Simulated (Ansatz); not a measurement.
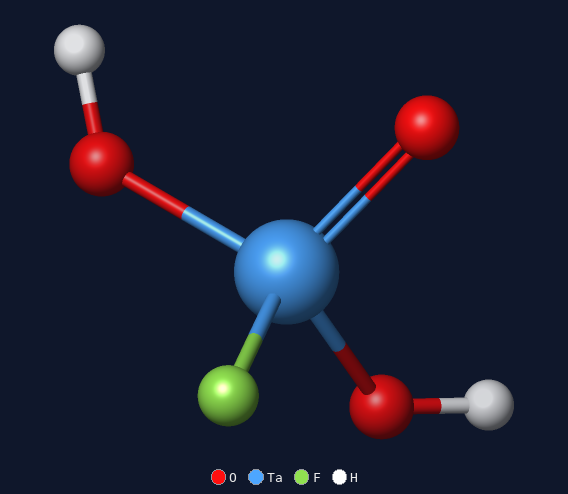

Rendered structure (ball-and-stick style). Double and triple bonds are drawn as two and three sticks.

Charge 0, singlet. The geometry was computed by an optimisation with PBE0-D4/def2-TZVP.

What does the picture show?

It has 7 atoms: 1 fluorine, 2 hydrogen, 3 oxygen and 1 tantalum (FH2O3Ta). As SMILES it reads `[O]=[Ta]([OH])([OH])[F]`. The point group is Cs. Coordination: 1 Ta tetrahedral; 2 O bent.

The parts below concern this one geometry. Atoms keep their numbers from picture to picture.

**Vibrations**

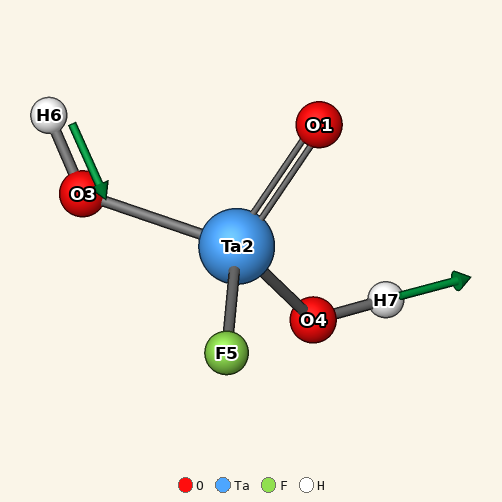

The arrows show one normal mode. Harmonic vibrations computed with RKS PBE0-D4/def2-TZVP, core potentials on Ta (Ansatz 0.2.0) at a stationary point of the same level.

**What kind of motion is it?**

Mostly out-of-phase stretching of 2 O–H bonds.

**At what wavenumber does it lie?**

3933 cm⁻¹; it is mode 14 of 15 counted from the lowest.

**Thermal motion**

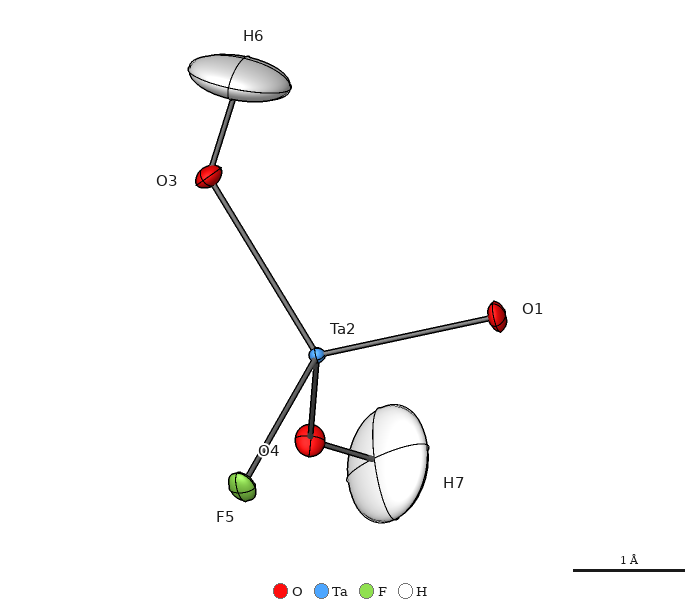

Displacement ellipsoids at the 50 % level, enlarged 1.5 times, from the internal vibrations of the free molecule (harmonic, no overall translation or rotation; no half-axis is drawn under 0.075 Å). Vibrations computed with RKS PBE0-D4/def2-TZVP, core potentials on Ta (Ansatz 0.2.0). Temperature: 200 K.

**Which atom has the largest mean-square displacement?**

H6, H7, with U_eq = 0.0358 Å².

**Does H6 move more along its bond or across it?**

Across it: the root-mean-square amplitude is 0.083 Å along the bond and up to 0.244 Å across, since bending and torsion are softer than stretching.

Give the displacement parameters, one line for each set of equivalent atoms.

```
  atom  U_eq (Å²)   rms amplitudes (Å)
    O1     0.0029  0.034, 0.061, 0.062
   Ta2    0.00013  0.011, 0.011, 0.012
O3, O4     0.0033  0.040, 0.059, 0.070
    F5     0.0032  0.038, 0.058, 0.069
H6, H7     0.0358  0.080, 0.204, 0.244
```

**Levels of theory compared**

Program: Ansatz 0.2.0.

Tabulate HOMO–LUMO gap (eV), dipole (D) at these levels: B3LYP-D4/def2-TZVPP; PBE-D4/def2-TZVPP; r2SCAN-D4/def2-TZVPP; ωB97M-V/def2-TZVPP.

```json
{"level": "B3LYP-D4/def2-TZVPP", "HOMO–LUMO gap (eV)": "8.39", "dipole (D)": "2.27"}
{"level": "PBE-D4/def2-TZVPP", "HOMO–LUMO gap (eV)": "6.49", "dipole (D)": "2.20"}
{"level": "r2SCAN-D4/def2-TZVPP", "HOMO–LUMO gap (eV)": "7.03", "dipole (D)": "2.25"}
{"level": "ωB97M-V/def2-TZVPP", "HOMO–LUMO gap (eV)": "12.73", "dipole (D)": "2.26"}
```
